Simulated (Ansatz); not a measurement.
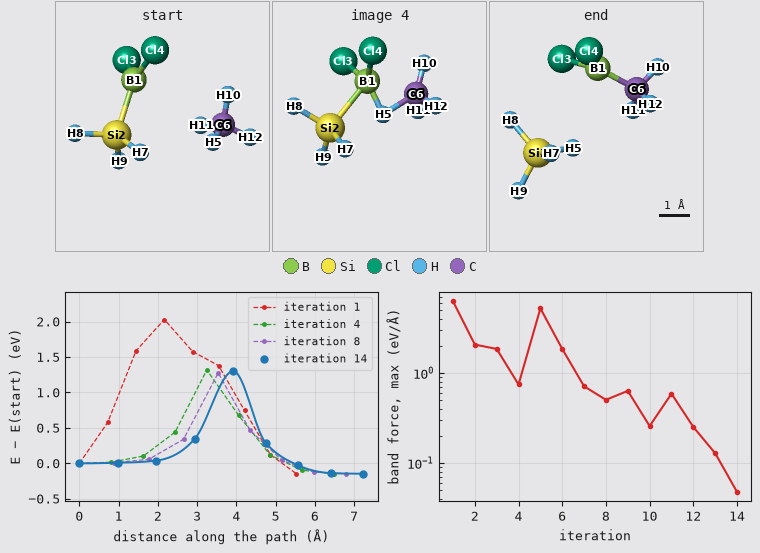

A search for the minimum-energy path of CH₇BCl₂Si, made up of BSiH3Cl2 and CH₄ by the nudged elastic band. Images are numbered from 0 (start) to 8 (end). The plot follows the band through its iterations. Style: ball-and-stick. Shown at a tilt.

Method: Ansatz, RKS PBE-D4/6-31G*. Set-up: 7 movable images; climbing image; force threshold 0.05 eV/Å; iteration limit 60; starting path through a guess of the saddle point.

Question: Did the band converge, and can the barrier be trusted?

Answer: The result is final at these settings. The band converged in 14 iterations. The largest component of the band force went from 6.3 to 0.048 eV/Å. The climbing image converged on the top of the path. Its vibrational analysis gives one imaginary mode (922i cm⁻¹), as a transition state must have. The first iteration put the highest image at 2.03 eV. The energy climbs by 1.30 eV to image 4 and then falls by 1.45 eV, so the end point sits at −0.15 eV.

Limits of the set-up: the start holds two separate molecules, 2.9 Å apart at their closest, whose relative position is a soft coordinate.

Cost: 3.5 min on 2 threads of Arm Neoverse V2, on a shared host, peak memory 0.15 GiB.
